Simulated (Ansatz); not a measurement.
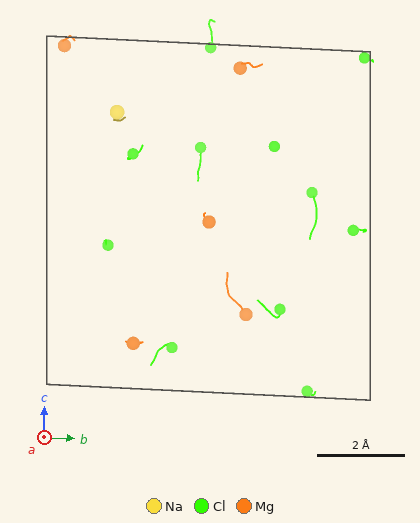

Molecular dynamics of an amorphous cell of composition NaMg5Cl11 (17 atoms in the cell), 72 fs long. Lines trace each atom's path, in the colour of its element; spheres stand at the starting positions. Seen along the a axis in the simulation cell.

Method: DFT PBE, scalar-relativistic, plane waves, PAW in Ansatz 0.2.0. Run with plane-wave cutoff 320 eV; k-point mesh 1 × 1 × 1; Fermi-Dirac smearing 0.138 eV; set temperature 1600 K; time step 3 fs.

**Describe the motion.**

Root-mean-square distances from the starting positions over the second half, with the common drift of all atoms taken out: Na 0.66 Å, Mg 0.58 Å, Cl 0.47 Å. The run lasts only 72 fs, too short to tell vibration from diffusion. Over the second half the temperature averages 2294 K (spread ±143 K). That is above the set 1600 K, because the structure releases potential energy faster than the thermostat removes it. The potential energy is still drifting at the end, so the run hasn't reached equilibrium. The potential energy in the second half lies on average 253 meV per atom below the first frame. The mean pressure there is 3.6 GPa.

Limits of the set-up: the cutoff lies below the recommended one; the periodic images lie only 7.3 Å apart, so the values are limited by the cell's size.

Cost: 21 s on 2 threads of Arm Neoverse V2, on a shared host, peak memory 0.38 GiB.
